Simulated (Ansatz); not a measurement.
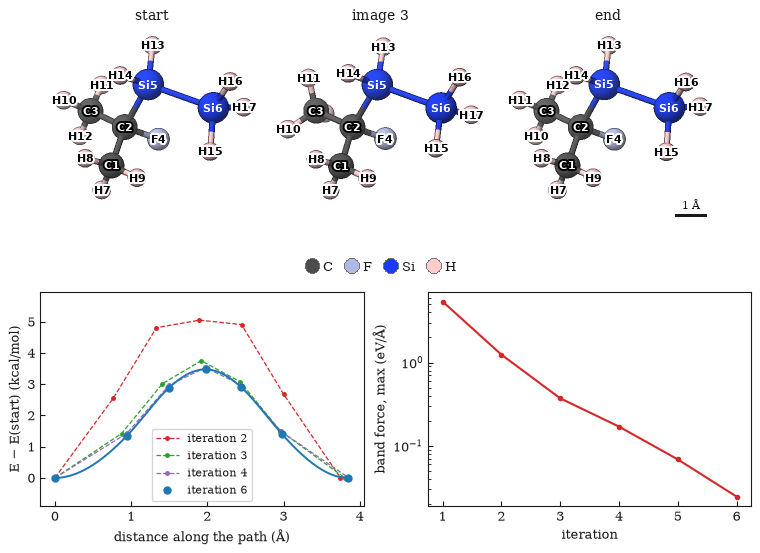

A nudged-elastic-band calculation for C3H11FSi2. Images are numbered from 0 (start) to 6 (end). The plot follows the band through its iterations. A ball-and-stick model, seen at a tilt.

Method: RKS PBE-D4/6-31G* (Ansatz). Set-up: 5 movable images; climbing image; force threshold 0.05 eV/Å; iteration limit 60; starting path through a guess of the saddle point.

Question: Did the band converge, and can the barrier be trusted?

Answer: The run is converged, with reservations. The band converged in 6 iterations. The largest component of the band force went from 5.4 to 0.025 eV/Å. The climbing image converged on the top of the path. Its curvatures weren't checked. The first iteration put the highest image at 26.53 kcal/mol. The two ends have the same energy, and the highest point, image 3, lies 3.48 kcal/mol above the start.
